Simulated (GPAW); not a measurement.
**Screening of a field by W2NCl2 MXene monolayer**

Wanted: the out-of-plane polarisability of W2NCl2 MXene monolayer.

Method: GPAW, PAW setups; layer in a repeated cell with vacuum, relaxation of atoms and in-plane cell, in the first sound run; inputs show where later runs differ, in GPAW 26.7.0.

**1. Starting point**

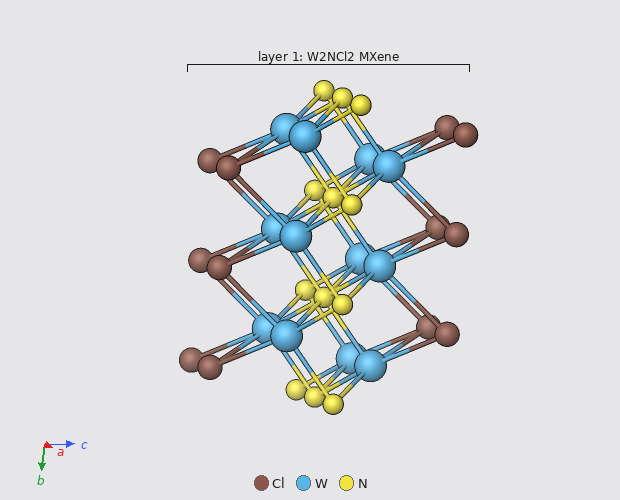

The cell as given, from the side, with the c axis across the page (chlorine brown, tungsten blue, nitrogen yellow). 2×3×1 cells are drawn. Some periodic images of atoms are drawn too.

The cell holds 5 atoms: 2 Cl, 2 W and 1 N. Its edges and angles: a = 3.054 Å, b = 3.054 Å, c = 21.892 Å, α = 90.0°, β = 90.0°, γ = 120.0°. Vacuum lies along c.

**2. Relaxation**

Forces are removed first; all later runs use this geometry.

File run.py:

```python
import json
import numpy as np
from ase import Atoms
from ase.filters import FrechetCellFilter
from ase.optimize import BFGS
from gpaw import GPAW, PW

slab = Atoms(
    ['Cl', 'W', 'N', 'W', 'Cl'],
    positions=[
        [-0.00000, 1.76317, 8.00000],
        [1.52695, 0.88159, 9.74118],
        [0.00000, 0.00000, 10.94617],
        [-0.00000, 1.76317, 12.15116],
        [1.52695, 0.88159, 13.89234]],
    cell=[[3.05391, 0.0, 0.0], [-1.52695, 2.64476, 0.0], [0.0, 0.0, 21.8923]],
    pbc=[True, True, True])

slab.calc = GPAW(mode=PW(600), xc='PBE', kpts={'size': (12, 12, 1), 'gamma': True},
                 occupations={'name': 'fermi-dirac', 'width': 0.05}, nbands='160%',
                 convergence={'density': 1e-05}, maxiter=200,
                 symmetry={'tolerance': 1e-3}, txt='slab.txt')
result = {}
# The in-plane cell is free; stress needs a cell that repeats along all three vectors
path = []
opt = BFGS(FrechetCellFilter(slab, mask=[1, 1, 0, 0, 0, 1]), maxstep=0.2)
opt.attach(lambda: path.append((slab.get_potential_energy(), slab.positions.tolist(), slab.get_forces().tolist())))
result['relaxed'] = bool(opt.run(fmax=0.02, steps=45))
result['path'] = path
result['cell'] = slab.cell.tolist()
print('in-plane lattice', slab.cell.cellpar().round(4)[[0, 1, 5]])
energy = slab.get_potential_energy()
fermi = slab.calc.get_fermi_level()
v = slab.calc.get_electrostatic_potential().mean((0, 1)) - fermi
n = slab.calc.get_pseudo_density().mean((0, 1))
L = slab.cell[2, 2]
z = np.arange(len(v)) * L / len(v)
low, high = slab.positions[:, 2].min(), slab.positions[:, 2].max()
below, above = np.interp([low - 5.8, high + 5.8], z, v)
slopes = [np.interp(x, z, np.gradient(v, z)) for x in (low - 5.8, high + 5.8)]
eps = np.array([[slab.calc.get_eigenvalues(k, s) for k in range(len(slab.calc.get_ibz_k_points()))]
                for s in range(slab.calc.get_number_of_spins())]) - fermi
top, bottom = eps[eps < 0].max(), eps[eps > 0].min()
dipole = slab.get_dipole_moment()[2]
print(f'energy {energy:.4f} eV, Fermi level {fermi:.4f} eV, dipole {dipole:.5f} e A')
print(f'potential 5.8 A off the faces, from the Fermi level: lower {below:.4f} eV, upper {above:.4f} eV')
print(f'slope of the potential there: lower {slopes[0]:.5f}, upper {slopes[1]:.5f} eV/A')
print(f'nearest levels on the mesh: {top:.4f} and {bottom:.4f} eV')
print('magnetic moment', round(slab.get_magnetic_moment(), 3))
result.update(energy=energy, fermi=fermi, dipole=dipole, below=below, above=above, slopes=slopes, edges=[top, bottom],
              z=z.tolist(), v=v.tolist(), n=n.tolist(), positions=slab.positions.tolist(),
              forces=slab.get_forces(apply_constraint=False).tolist(), moments=slab.get_magnetic_moments().tolist())
json.dump(result, open('result.json', 'w'))
```

Run with:

```
$ OMP_NUM_THREADS=1 OPENBLAS_NUM_THREADS=1 python run.py
```

The log of the run:

```text
Step          Energy          fmax
BFGS:    0      -34.315288        1.291952
BFGS:    1      -34.392187        1.185958
BFGS:    2      -34.729686        1.191086
BFGS:    3      -34.761404        1.115035
BFGS:    4      -34.956556        0.842725
BFGS:    5      -34.978529        0.490237
BFGS:    6      -34.989786        0.140051
BFGS:    7      -34.990604        0.055354
BFGS:    8      -34.989145        0.016040
in-plane lattice [  2.9301   2.9301 119.9999]
energy -34.9799 eV, Fermi level 2.9220 eV, dipole 0.00080 e A
potential 5.8 A off the faces, from the Fermi level: lower 3.9116 eV, upper 3.9087 eV
slope of the potential there: lower 0.00061, upper 0.00093 eV/A
nearest levels on the mesh: -0.0724 and 0.0066 eV
magnetic moment 0.0
```

Elapsed: 10 min, on 1 thread of INTEL XEON PLATINUM 8581C at 2.10GHz (Emerald Rapids), shared host; peak memory 0.42 GiB.

This step gave:

```yaml
dipole_along_the_normal: 8.01e-4 e·Å
levels_nearest_the_fermi_level_on_the_mesh: -0.07240, 0.006589 eV from the Fermi level
```

The electrostatic potential energy of an electron (without an applied field's), less the Fermi level, planar mean oscillates, so the rows of the table below give means over windows of 2.01 Å about each position, cut where the curve ends. Its maxima inside the range that stand out by 2 % of the span (Å: eV): 8.4: -4.69, 10.4: -6.84, 11.5: -6.84, 13.5: -4.69. Its minima: 7.6: -24.1, 9.5: -28.7, 10.9: -14.5, 12.3: -28.7, 14.3: -24.1.

Table of electrostatic potential energy of an electron (without an applied field's), less the Fermi level, planar mean by z; means over each step:

```csv
z (Å),"electrostatic potential energy of an electron (without an applied field's), less the Fermi level, planar mean (eV)"
1.00,3.91
3.01,3.91
5.02,3.87
7.03,-7.29
9.04,-15.9
11.05,-10.8
13.06,-15.6
15.07,-5.21
17.08,3.88
19.09,3.91
21.10,3.91
```

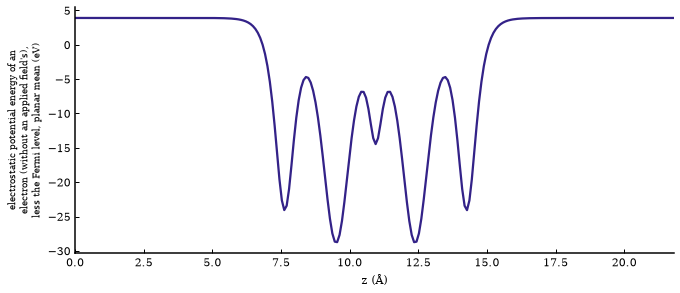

Electrostatic potential energy of an electron (without an applied field's), less the Fermi level, planar mean against z.

The pseudo valence density, planar mean oscillates, so the rows of the table below give means over windows of 1.58 Å about each position, cut where the curve ends. Its maxima inside the range that stand out by 2 % of the span (Å: e/Å³): 7.9: 0.664, 9.5: 1.78, 11.0: 0.759, 12.4: 1.78, 14.0: 0.664. Its minima: 8.6: 0.387, 10.3: 0.534, 11.6: 0.534, 13.3: 0.387.

Pseudo valence density, planar mean against z; means over each step:

```csv
z (Å),"pseudo valence density, planar mean (e/Å³)"
3.95,5.6e-5
5.53,0.00846
7.11,0.401
8.69,0.752
10.27,0.893
11.85,1.01
13.43,0.617
15.01,0.314
16.59,0.00395
18.17,2.9e-5
```

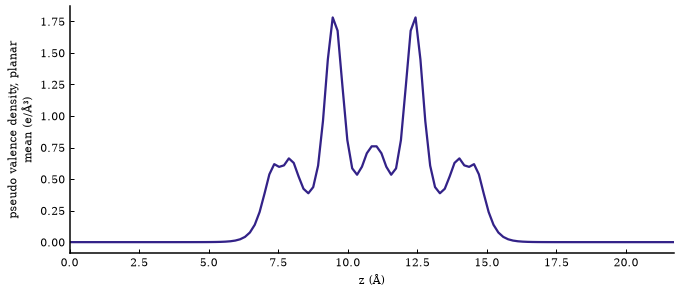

Pseudo valence density, planar mean, plotted against z.

The relaxation lowered the energy of the cell by 0.679 eV (energies extrapolated to zero smearing; the optimiser's log prints free energies). The largest force left on a free atom is 0.016 eV/Å.

**3. The slab's potential**

With the geometry fixed, the planar mean of the potential gives the vacuum level on each side.

This step: GPAW, PAW setups; slab in vacuum (GPAW 26.7.0).

The cell differs from the one that the last finished run ended in (c 21.892 → 22.630 Å).

run.py, as its differences from that of step 2:

```diff
@@ -3,4 +3,2 @@
 from ase import Atoms
-from ase.filters import FrechetCellFilter
-from ase.optimize import BFGS
 from gpaw import GPAW, PW
@@ -10,23 +8,16 @@
     positions=[
-        [-0.00000, 1.76317, 8.00000],
-        [1.52695, 0.88159, 9.74118],
-        [0.00000, 0.00000, 10.94617],
-        [-0.00000, 1.76317, 12.15116],
-        [1.52695, 0.88159, 13.89234]],
-    cell=[[3.05391, 0.0, 0.0], [-1.52695, 2.64476, 0.0], [0.0, 0.0, 21.8923]],
-    pbc=[True, True, True])
+        [0.00000, 1.69170, 8.00000],
+        [1.46506, 0.84586, 9.87600],
+        [0.00000, -0.00000, 11.31508],
+        [0.00000, 1.69170, 12.75416],
+        [1.46506, 0.84586, 14.63015]],
+    cell=[[2.93013, 0.0, 0.0], [-1.46506, 2.53756, 0.0], [0.0, 0.0, 22.6302]],
+    pbc=[True, True, False])
 
-slab.calc = GPAW(mode=PW(600), xc='PBE', kpts={'size': (12, 12, 1), 'gamma': True},
+slab.calc = GPAW(mode=PW(500), xc='PBE', kpts={'size': (12, 12, 1), 'gamma': True},
                  occupations={'name': 'fermi-dirac', 'width': 0.05}, nbands='160%',
                  convergence={'density': 1e-05}, maxiter=200,
+                 poissonsolver={'dipolelayer': 'xy'},
                  symmetry={'tolerance': 1e-3}, txt='slab.txt')
 result = {}
-# The in-plane cell is free; stress needs a cell that repeats along all three vectors
-path = []
-opt = BFGS(FrechetCellFilter(slab, mask=[1, 1, 0, 0, 0, 1]), maxstep=0.2)
-opt.attach(lambda: path.append((slab.get_potential_energy(), slab.positions.tolist(), slab.get_forces().tolist())))
-result['relaxed'] = bool(opt.run(fmax=0.02, steps=45))
-result['path'] = path
-result['cell'] = slab.cell.tolist()
-print('in-plane lattice', slab.cell.cellpar().round(4)[[0, 1, 5]])
 energy = slab.get_potential_energy()
```

The log of the run:

```text
energy -34.5311 eV, Fermi level 2.6999 eV, dipole -0.00065 e A
potential 5.8 A off the faces, from the Fermi level: lower 3.9036 eV, upper 3.9224 eV
slope of the potential there: lower -0.00051, upper 0.00051 eV/A
nearest levels on the mesh: -0.0729 and 0.0066 eV
magnetic moment 0.0
```

Elapsed: 44 s, on 1 thread; peak memory 0.25 GiB.

Numbers from this step:

| Quantity | Value |
| --- | --- |
| dipole along the normal | -6.47e-4 e·Å |
| levels nearest the Fermi level on the mesh | -0.07294, 0.006569 eV from the Fermi level |
| upper work function | 3.922 eV |
| lower work function | 3.904 eV |

The electrostatic potential energy of an electron (without an applied field's), less the Fermi level, planar mean oscillates, so the rows of the table below give means over windows of 2.07 Å about each position, cut where the curve ends. Its maxima inside the range that stand out by 2 % of the span (Å: eV): 8.8: -4.71, 10.8: -6.79, 11.8: -6.78, 13.9: -4.70. Its minima: 8.0: -24.1, 9.9: -28.8, 11.3: -14.5, 12.7: -28.8, 14.6: -24.1.

Table of electrostatic potential energy of an electron (without an applied field's), less the Fermi level, planar mean by z; means over each step:

| z (Å) | electrostatic potential energy of an electron (without an applied field's), less the Fermi level, planar mean (eV) |
| --- | --- |
| 1.03 | 3.90 |
| 3.10 | 3.90 |
| 5.17 | 3.88 |
| 7.24 | -5.89 |
| 9.31 | -15.8 |
| 11.38 | -10.9 |
| 13.45 | -15.8 |
| 15.52 | -4.33 |
| 17.59 | 3.91 |
| 19.66 | 3.92 |
| 21.73 | 3.92 |

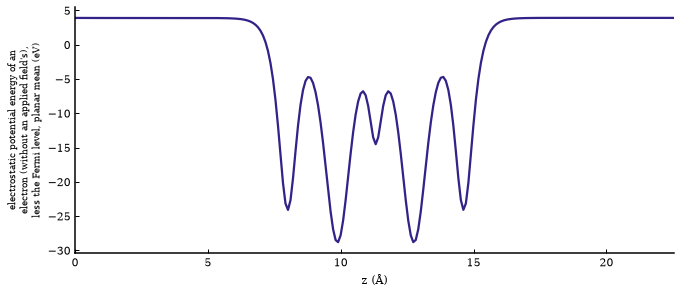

Electrostatic potential energy of an electron (without an applied field's), less the Fermi level, planar mean, plotted against z.

The pseudo valence density, planar mean oscillates, so the rows of the table below give means over windows of 1.51 Å about each position, cut where the curve ends. Its maxima inside the range that stand out by 2 % of the span (Å: e/Å³): 8.3: 0.665, 9.8: 1.76, 11.3: 0.761, 12.8: 1.76, 14.3: 0.665. Its minima: 8.9: 0.396, 10.7: 0.542, 11.9: 0.542, 13.8: 0.396.

Table of pseudo valence density, planar mean by z; means over each step:

```csv
z (Å),"pseudo valence density, planar mean (e/Å³)"
3.78,1.1e-5
5.29,0.00102
6.80,0.138
8.31,0.553
9.82,1.08
11.33,0.645
12.84,1.08
14.35,0.554
15.86,0.132
17.37,9.6e-4
18.88,1.1e-5
```

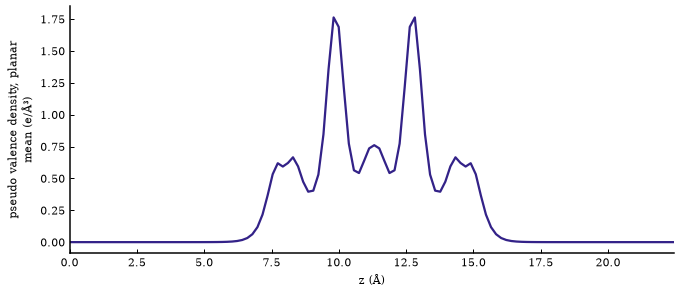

Pseudo valence density, planar mean against z.

The potential is flat to 5.1e-4 eV/Å where it is read, so the vacuum is wide enough.

**4. In a field**

A uniform field along the normal polarises the slab; the atoms stay fixed, so this is the electronic response alone.

run.py, as its differences from that of step 3:

```diff
@@ -4,2 +4,3 @@
 from gpaw import GPAW, PW
+from gpaw.external import ConstantElectricField
 
@@ -20,2 +21,3 @@
                  poissonsolver={'dipolelayer': 'xy'},
+                 external=ConstantElectricField(-0.2, [0, 0, 1]),
                  symmetry={'tolerance': 1e-3}, txt='slab.txt')
```

The log of the run:

```text
energy -34.5382 eV, Fermi level 2.6982 eV, dipole -0.07021 e A
potential 5.8 A off the faces, from the Fermi level: lower 3.0616 eV, upper 4.7701 eV
slope of the potential there: lower -0.00050, upper 0.00052 eV/A
nearest levels on the mesh: -0.0728 and 0.0065 eV
magnetic moment 0.0
```

Elapsed: 2.5 min, on 1 thread; peak memory 0.52 GiB.

Numbers from this step:

```yaml
dipole_along_the_normal: -0.07021 e·Å
levels_nearest_the_fermi_level_on_the_mesh: -0.07283, 0.006466 eV from the Fermi level
potential_below_the_slab_the_applied_field_s_own_ramp_left_out: 3.062 eV from the Fermi level
potential_above_the_slab_the_applied_field_s_own_ramp_left_out: 4.770 eV from the Fermi level
```

The electrostatic potential energy of an electron (without an applied field's), less the Fermi level, planar mean oscillates, so the rows of the table below give means over windows of 2.07 Å about each position, cut where the curve ends. Its maxima inside the range that stand out by 2 % of the span (Å: eV): 8.8: -5.20, 10.8: -6.88, 11.8: -6.69, 13.9: -4.21. Its minima: 8.0: -24.7, 9.9: -29.1, 11.3: -14.5, 12.7: -28.5, 14.6: -23.4.

Table of electrostatic potential energy of an electron (without an applied field's), less the Fermi level, planar mean by z; means over each step:

```csv
z (Å),"electrostatic potential energy of an electron (without an applied field's), less the Fermi level, planar mean (eV)"
1.03,3.14
3.10,3.06
5.17,3.04
7.24,-6.64
9.31,-16.2
11.38,-10.9
13.45,-15.4
15.52,-3.57
17.59,4.75
19.66,4.77
21.73,4.72
```

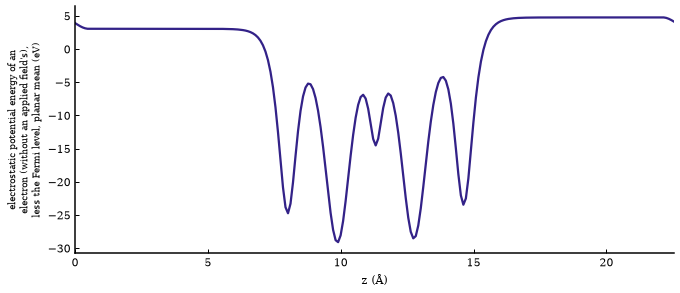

Electrostatic potential energy of an electron (without an applied field's), less the Fermi level, planar mean against z.

Force by atom:

```csv
atom,x (eV/Å),y (eV/Å),z (eV/Å),size
Cl1,0.0000,0.0000,0.0252,0.0252
W2,0.0000,0.0001,-0.0595,0.0595
N3,0.0000,0.0000,0.0230,0.0230
W4,0.0000,-0.0001,-0.0230,0.0230
Cl5,0.0000,0.0000,0.0345,0.0345
```

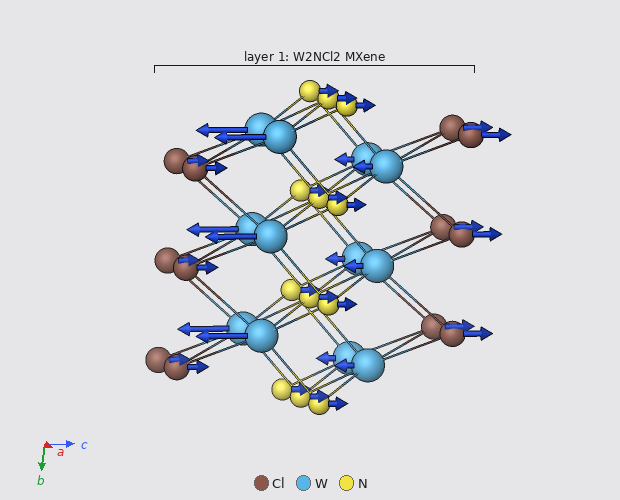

Force as arrows, the longest 0.0595 eV/Å. 2×3×1 cells are drawn. Some periodic images of atoms are drawn too.

The dipole is now -0.0702 e Å, against -6.5e-4 in the run without a field.

**5. Field on**

run.py, as its differences from that of step 4:

```diff
@@ -21,3 +21,3 @@
                  poissonsolver={'dipolelayer': 'xy'},
-                 external=ConstantElectricField(-0.2, [0, 0, 1]),
+                 external=ConstantElectricField(-0.1, [0, 0, 1]),
                  symmetry={'tolerance': 1e-3}, txt='slab.txt')
```

The log of the run:

```text
energy -34.5329 eV, Fermi level 2.6995 eV, dipole -0.03509 e A
potential 5.8 A off the faces, from the Fermi level: lower 3.4866 eV, upper 4.3406 eV
slope of the potential there: lower -0.00050, upper 0.00050 eV/A
nearest levels on the mesh: -0.0729 and 0.0065 eV
magnetic moment 0.0
```

The job ended after 2.5 min (1 thread; peak memory 0.52 GiB).

Numbers from this step:

* dipole along the normal: -0.03509 e·Å
* levels nearest the Fermi level on the mesh: -0.07294, 0.006548 eV from the Fermi level
* potential below the slab, the applied field's own ramp left out: 3.487 eV from the Fermi level
* potential above the slab, the applied field's own ramp left out: 4.341 eV from the Fermi level

The electrostatic potential energy of an electron (without an applied field's), less the Fermi level, planar mean oscillates, so the rows of the table below give means over windows of 2.07 Å about each position, cut where the curve ends. Its maxima inside the range that stand out by 2 % of the span (Å: eV): 8.8: -4.95, 10.8: -6.83, 11.8: -6.74, 13.9: -4.45. Its minima: 8.0: -24.4, 9.9: -28.9, 11.3: -14.5, 12.7: -28.7, 14.6: -23.8.

The electrostatic potential energy of an electron (without an applied field's), less the Fermi level, planar mean by z; means over each step:

```csv
z (Å),"electrostatic potential energy of an electron (without an applied field's), less the Fermi level, planar mean (eV)"
1.03,3.53
3.10,3.49
5.17,3.46
7.24,-6.26
9.31,-16.0
11.38,-10.9
13.45,-15.6
15.52,-3.96
17.59,4.32
19.66,4.34
21.73,4.32
```

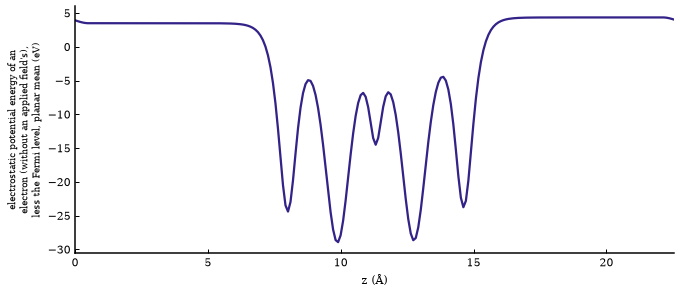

Electrostatic potential energy of an electron (without an applied field's), less the Fermi level, planar mean, plotted against z.

The dipole is now -0.0351 e Å, against -6.5e-4 in the run without a field.

**6. In a field**

run.py, as its differences from that of step 5:

```diff
@@ -21,3 +21,3 @@
                  poissonsolver={'dipolelayer': 'xy'},
-                 external=ConstantElectricField(-0.1, [0, 0, 1]),
+                 external=ConstantElectricField(-0.05, [0, 0, 1]),
                  symmetry={'tolerance': 1e-3}, txt='slab.txt')
```

The log of the run:

```text
energy -34.5316 eV, Fermi level 2.6998 eV, dipole -0.01756 e A
potential 5.8 A off the faces, from the Fermi level: lower 3.6995 eV, upper 4.1268 eV
slope of the potential there: lower -0.00050, upper 0.00050 eV/A
nearest levels on the mesh: -0.0730 and 0.0066 eV
magnetic moment 0.0
```

It took 2.4 min on 1 thread; peak memory 0.52 GiB.

**7. Field on**

run.py, as its differences from that of step 6:

```diff
@@ -21,3 +21,3 @@
                  poissonsolver={'dipolelayer': 'xy'},
-                 external=ConstantElectricField(-0.05, [0, 0, 1]),
+                 external=ConstantElectricField(0.05, [0, 0, 1]),
                  symmetry={'tolerance': 1e-3}, txt='slab.txt')
```

The log of the run:

```text
energy -34.5316 eV, Fermi level 2.6998 eV, dipole 0.01756 e A
potential 5.8 A off the faces, from the Fermi level: lower 4.1268 eV, upper 3.6995 eV
slope of the potential there: lower -0.00050, upper 0.00050 eV/A
nearest levels on the mesh: -0.0730 and 0.0066 eV
magnetic moment 0.0
```

Wall time 2.5 min (1 thread); peak memory 0.52 GiB.

The electrostatic potential energy of an electron (without an applied field's), less the Fermi level, planar mean oscillates, so the rows of the table below give means over windows of 2.07 Å about each position, cut where the curve ends. Its maxima inside the range that stand out by 2 % of the span (Å: eV): 8.8: -4.58, 10.8: -6.76, 11.8: -6.81, 13.9: -4.83. Its minima: 8.0: -23.9, 9.9: -28.7, 11.3: -14.5, 12.7: -28.9, 14.6: -24.2.

Table of electrostatic potential energy of an electron (without an applied field's), less the Fermi level, planar mean by z; means over each step:

| z (Å) | electrostatic potential energy of an electron (without an applied field's), less the Fermi level, planar mean (eV) |
| --- | --- |
| 1.03 | 4.11 |
| 3.10 | 4.13 |
| 5.17 | 4.10 |
| 7.24 | -5.70 |
| 9.31 | -15.7 |
| 11.38 | -10.9 |
| 13.45 | -15.9 |
| 15.52 | -4.53 |
| 17.59 | 3.68 |
| 19.66 | 3.70 |
| 21.73 | 3.71 |

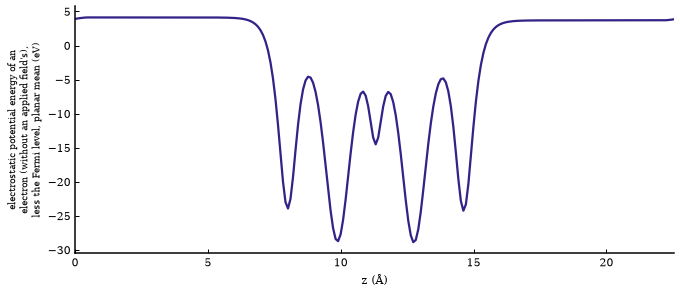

Electrostatic potential energy of an electron (without an applied field's), less the Fermi level, planar mean, plotted against z.

[end of part 1 of 2]

[Logs are printed without paths, hosts, clocks, repeated set-up lines and the standing remarks that a program may print on its own settings, such as how far it seeks lower states.]

[Hosts, paths, dates, database ids (printed as entryN), source tags and the programs' standing remarks are cut or masked in the printed files.]
